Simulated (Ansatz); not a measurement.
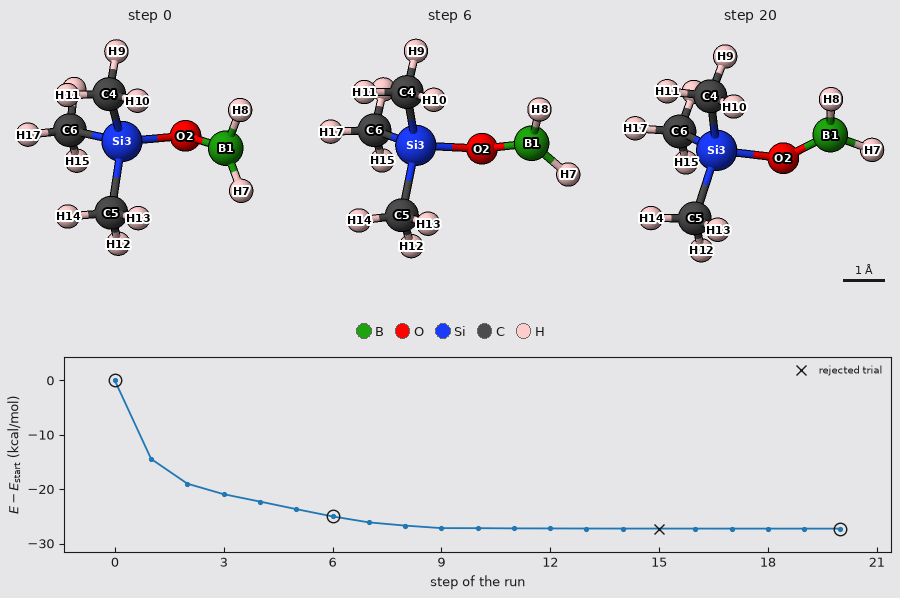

Frames of a relaxation of C$_{3}$H$_{11}$BOSi (coarse preliminary run), marked on the history of the run. Style: ball-and-stick. Shown at a tilt.

The start comes from a force field.

The calculation used RKS PBE-D4/def2-SVP in Ansatz 0.2.0. Settings: force threshold 0.03 eV/Å; at most 200 steps.

Describe the path.

The atom that moves furthest after the best rigid fit is an H atom (1.63 Å). By element the largest moves are H 1.63 Å, O 0.69 Å, B 0.47 Å, C 0.46 Å, Si 0.32 Å. Among the contacts that change: B–O 1.502 → 1.350 Å, B–H 1.134 → 1.222 Å, C–H 1.167 → 1.109 Å, C–H 1.063 → 1.109 Å. Bond angles that change, for instance: B–O–Si 107.5° → 134.1°, H–C–H 116.0° → 107.9°, Si–C–H 103.4° → 111.5°. Groups turn about B–O by about 90°, O–Si by about 60°. Over 19 accepted moves (20 points after the start) the energy falls by 27.3 kcal/mol. Largest force component: 3.4 eV/Å at the start, 0.014 eV/Å at the end. The line search rejected the trial step at point 15 of the run. The forces were under the threshold at step 13, but the run went on from there. From step 0 to 6: an H atom moves most (1.08 Å), energy −25.0 kcal/mol. From step 6 to 20: an H atom moves most (0.65 Å), energy −2.25 kcal/mol.
